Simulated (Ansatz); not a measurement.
Relaxed PbS (rock salt):

```yaml
crystal:
  lattice:
    - [0.00000, 5.90268, 5.90268]
    - [2.95134, 0.00000, 2.95134]
    - [2.95134, 2.95134, 0.00000]
  atoms:
    - { symbol: S, position: [0.00000, 0.00000, 0.00000] }
    - { symbol: S, position: [0.50000, 0.00000, 0.00000] }
    - { symbol: Pb, position: [0.25000, 0.50000, 0.50000] }
    - { symbol: Pb, position: [0.75000, 0.50000, 0.50000] }
```

In this cell atom 2 (S, nearest neighbour Pb at 2.951 Å; its periodic images, 4.2 Å or more away, move with it) is moved by s along Cartesian [111], unit vector (0.577, 0.577, 0.577); all other atoms and the cell stay fixed.

Computed with PBEsol (plane waves to 420 eV, PAW, scalar-relativistic; Ansatz, a quantum-chemistry and plane-wave program). k mesh 4×8×8 (Γ-centred), Fermi-Dirac smearing 0.05 eV. The energy includes the smearing's −TS. F∥ is the force on the atom along that direction. PbS was relaxed with its symmetry unable to fall. Spin-orbit coupling is left out, though Pb is heavy. The zero of ΔE is the undisplaced structure.

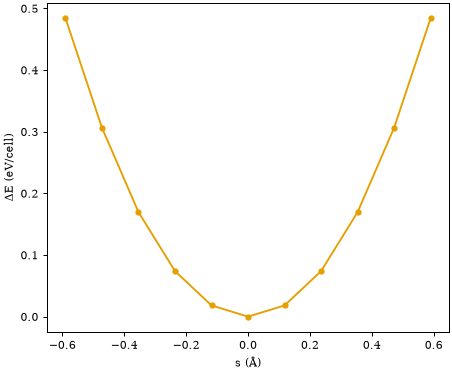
Fig. 1. ΔE (eV/cell) against s (Å); one marker a computed point.

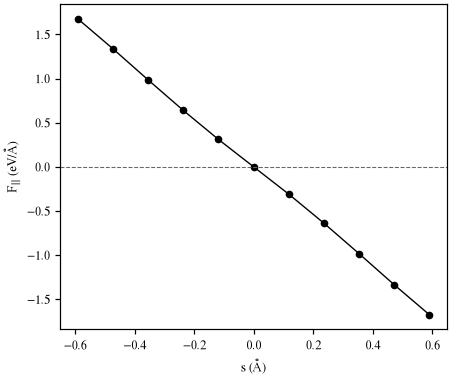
Figure: F∥ (eV/Å) against s (Å); computed points joined by lines.

The energy at s = 0.590 Å is 484 meV/cell and the force along the line at s = -0.590 Å is 1.67 eV/Å. Harmonic estimate at the end of the scan: ½ks² = 452 meV/cell against the computed 484 meV/cell, so the well is stiffer than harmonic there. Symmetry of the curve: even: the same for both signs. Shape of the curve: a single well with its minimum at or next to zero displacement.

With its periodic images moving along, the atom's site symmetry in this cell is -3m.

(A displaced cell: forces are minus the slopes of the energy, force constants its curvatures, and phonons follow from these.)
